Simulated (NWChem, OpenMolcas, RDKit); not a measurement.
# How methods differ on RuO4 (ruthenium tetroxide)

RuO4: 5 atoms, total charge 0, spin state singlet. SMILES: `[O]=[Ru](=[O])(=[O])=[O]`. The shape is that of a PBE0-D4/def2-TZVP optimisation.

Quantity: the HOMO–LUMO gap, in eV. The values are calculated.

```
                           level            kind     program  value (eV)   CPU time
                 extended Hückel  semi-empirical       RDKit        2.66  under 2 s
    HF/def2-SVP (core potential)    Hartree–Fock      NWChem       11.95       22 s
 SVWN5/def2-SVP (core potential)             LDA  OpenMolcas        3.49       29 s
  BLYP/def2-SVP (core potential)             GGA  OpenMolcas        3.41       41 s
   PBE/def2-SVP (core potential)             GGA      NWChem        3.44       40 s
  TPSS/def2-SVP (core potential)        meta-GGA  OpenMolcas        3.52       48 s
 BHLYP/def2-SVP (core potential)   global hybrid  OpenMolcas        7.45       29 s
B2PLYP/def2-SVP (core potential)   double hybrid  OpenMolcas        7.71       24 s
```

The values span 2.66 to 11.95 eV. Orbital gaps aren't excitation energies, and those of double hybrids come from the SCF part alone; they tend to grow with the share of exact exchange. Times are those of the runs behind each value, whatever else they computed, on shared processors of several kinds: orders of magnitude only.

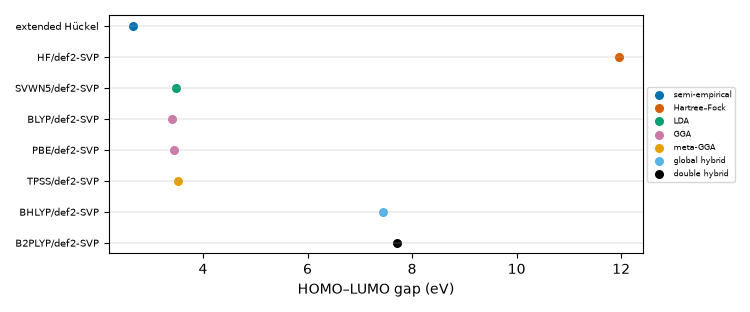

The values of the table, level by level.
